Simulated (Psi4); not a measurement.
**Property calculation of CH3NSn**

- system: CH3NSn, SMILES N#[C][SnH3]
- method: PW91/STO-6G, RKS, sfX2C (Psi4 1.11)

The run did not end well. The geometry comes from this level: PBE0-D4/def2-TZVP.

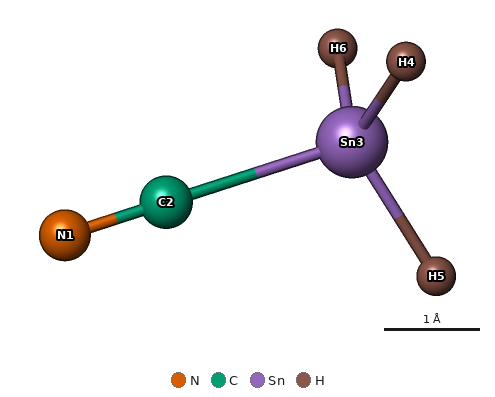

*The structure (ball-and-stick view, seen at a tilt; atoms are numbered from 1 in the order of the input). Sticks mark near contacts.*

Bond lengths as drawn: C–N 1.15 Å, C–Sn 2.11 Å and H–Sn 1.70 Å.

**The input (job.py)**
```python
import psi4

psi4.set_memory(1600000000)
psi4.set_num_threads(1)
psi4.core.set_output_file('run.log', False)

m = psi4.geometry("""
0 1
N      2.057000    -0.924700     1.310700
C      1.149600    -0.518100     0.728500
Sn    -0.513900     0.221600    -0.342800
H     -0.145000     1.830100    -0.731400
H     -0.663700    -0.763700    -1.714300
H     -1.841900     0.090700     0.703000
symmetry c1
no_reorient
no_com
""")

psi4.set_options({
    'basis': 'STO-6G',
    'reference': 'rks',
    'scf_type': 'pk',
    'dft_radial_points': 12,
    'dft_spherical_points': 6,
    'maxiter': 60,
    'relativistic': 'x2c',
})

E, wfn = psi4.energy('PW91', return_wfn=True)
psi4.oeprop(wfn, 'LOWDIN_CHARGES', 'ESP_AT_NUCLEI', 'MULLIKEN_CHARGES')
print('E =', round(E, 9))
for k, v in sorted(psi4.core.scalar_variables().items()):
    print(f'{k:45s} {v:18.10f}')
```

Run on 1 thread of Intel Xeon @ 2.50GHz (Skylake/Cascade Lake), 12 GiB of memory available, shared host.

Launch command:
```bash
python job.py
```

**The program's output**
```
Relativistic analytic gradients are not implemented yet, re-routing to finite differences.

   => Loading Basis Set <=

    Name: STO-6G
    Role: ORBITAL
    Keyword: BASIS

         ---------------------------------------------------------
                                   SCF
                              RKS Reference
                        1 Threads,   1525 MiB Core
         ---------------------------------------------------------

  ==> Geometry <==

    Molecular point group: c1
    Full point group: C1

    Geometry (in Angstrom), charge = 0, multiplicity = 1:

       Center              X                  Y                   Z               Mass
    ------------   -----------------  -----------------  -----------------  -----------------
         N            2.057000000000    -0.924700000000     1.310700000000    14.003074004430
         C            1.149600000000    -0.518100000000     0.728500000000    12.000000000000
         SN          -0.513900000000     0.221600000000    -0.342800000000   119.902201630000
         H           -0.145000000000     1.830100000000    -0.731400000000     1.007825032230
         H           -0.663700000000    -0.763700000000    -1.714300000000     1.007825032230
         H           -1.841900000000     0.090700000000     0.703000000000     1.007825032230

  Running in c1 symmetry.

  Rotational constants: A =      2.09362  B =      0.09356  C =      0.09354 [cm^-1]
  Rotational constants: A =  62765.16277  B =   2804.73428  C =   2804.31535 [MHz]
  Nuclear repulsion =  204.406460439445368

  Charge       = 0
  Multiplicity = 1
  Electrons    = 66
  Nalpha       = 33
  Nbeta        = 33

  ==> Algorithm <==

  SCF Algorithm Type is PK.
  DIIS enabled.
  MOM disabled.
  Fractional occupation disabled.
  Guess Type is SAD.
  Energy threshold   = 1.00e-06
  Density threshold  = 1.00e-06
  Integral threshold = 1.00e-12

  ==> Primary Basis <==

  Basis Set: STO-6G
    Blend: STO-6G
    Number of shells: 20
    Number of basis functions: 40
    Number of Cartesian functions: 42
    Spherical Harmonics?: true
    Max angular momentum: 2

  ==> DFT Potential <==

   => LibXC <=

    Version 7.1.2

   => Composite Functional: PW91 <=

    PW91 GGA Exchange-Correlation Functional

    Deriv               =              1
    GGA                 =           TRUE
    Meta                =          FALSE

    Exchange Hybrid     =          FALSE
    MP2 Hybrid          =          FALSE

   => Exchange Functionals <=

    1.0000    XC_GGA_X_PW91

   => Correlation Functionals <=

    1.0000    XC_GGA_C_PW91

   => LibXC Density Thresholds  <==

    XC_GGA_C_PW91:  1.00E-12
    XC_GGA_X_PW91:  1.00E-15

   => Molecular Quadrature <=

    Radial Scheme          =       TREUTLER
    Pruning Scheme         =           NONE
    Nuclear Scheme         =       TREUTLER

    Blocking Scheme        =         OCTREE
    BS radius alpha        =              1
    Pruning alpha          =              1
    Radial Points          =             12
    Spherical Points       =              6
    Total Points           =            406
    Total Blocks           =              7
    Max Points             =             92
    Max Functions          =             39
    Weights Tolerance      =       1.00E-15

   => Loading Basis Set <=

    Name: (STO-6G AUX)
    Role: DECON
    Keyword: BASIS_RELATIVISTIC

  ==> Integral Setup <==

  Using in-core PK algorithm.
   Calculation information:
      Number of atoms:                   6
      Number of AO shells:              20
      Number of primitives:            120
      Number of atomic orbitals:        42
      Number of basis functions:        40

      Integral cutoff                 1.00e-12
      Number of threads:                 1

  Performing in-core PK
  Using 673220 doubles for integral storage.
  We computed 19464 shell quartets total.
  Whereas there are 22155 unique shell quartets.

  ==> DiskJK: Disk-Based J/K Matrices <==

    J tasked:                  Yes
    K tasked:                   No
    wK tasked:                  No
    Memory [MiB]:             1143
    Schwarz Cutoff:          1E-12

  Cached 100.0% of DFT collocation blocks in 0.000 [GiB].

 OEINTS: Using relativistic (X2C) overlap, kinetic, and potential integrals.
         ------------------------------------------------------------
         Spin-Free X2C Integrals at the One-Electron Level (SFX2C-1e)
         ------------------------------------------------------------

  ==> X2C Options <==

    Computational Basis: STO-6G
    X2C Basis: (STO-6G AUX)
    The X2C Hamiltonian will be computed in the X2C Basis

    Comparing only 40 out of 240 elements of H_Dirac

    The 1-norm of |H_X2C - H_Dirac| is: 51894654825657065470242586624.000000000000

    WARNING: The X2C and Dirac Hamiltonians have substatially different eigenvalues!
             This is probably caused by the recontraction of the basis set.

  Minimum eigenvalue in the overlap matrix is 1.5720536035E-01.
  Reciprocal condition number of the overlap matrix is 8.0077422953E-02.
    Using symmetric orthogonalization.

  ==> Pre-Iterations <==

  SCF Guess: Superposition of Atomic Densities via on-the-fly atomic UHF (no occupation information).

   -------------------------
    Irrep   Nso     Nmo
   -------------------------
     A         40      40
   -------------------------
    Total      40      40
   -------------------------

  ==> Iterations <==

                        Total Energy        Delta E     RMS |[F,P]|

   @RKS iter SAD: -103788790319306334455669456896.00000000000000   -1.03789e+29   0.00000e+00
   @RKS iter   1: -103789014828286331768121851904.00000000000000   -2.24509e+23   2.36938e+16 ADIIS
```

**Standard output**
```
Traceback (most recent call last):
  [frames left out]
Exception: ADIIS minimization failed. File a bug, and include your entire input and output files.
```

**What the run reported**

| quantity | value |
| --- | --- |
| outcome | not converged |
| wall time | 9.9 s |
| peak memory | 0.2 GiB |

Some settings of this run were drawn to be unusual or wrong (dft_radial_points set to 12; dft_spherical_points set to 6; maxiter set to 60). The run did not converge: “Exception: ADIIS minimization failed. File a bug, and include your entire input and output files.” Its last values are not results.
